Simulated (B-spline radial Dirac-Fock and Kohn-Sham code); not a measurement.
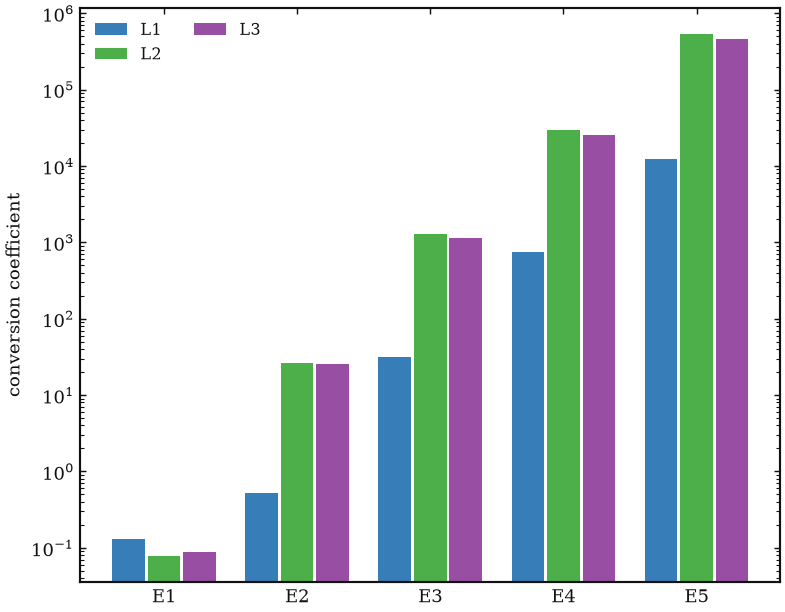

Fig. 1. Internal conversion coefficients by shell for electric multipoles at a transition energy of 57.5 keV (K and L shells). System: mercury (Z = 80). Computed with a radial B-spline solver: a Dirac–Hartree–Slater potential of the neutral atom, no hole, surface-current nucleus.

What can be read from it?

The shells shown sum to 0.298 (E1), 52.9 (E2), 2430 (E3), 56400 (E4), 1.00 × 10⁶ (E5). The largest bar is L1 for E1, L2 for E2, L2 for E3, L2 for E4, L2 for E5. The K shell is closed at this energy.
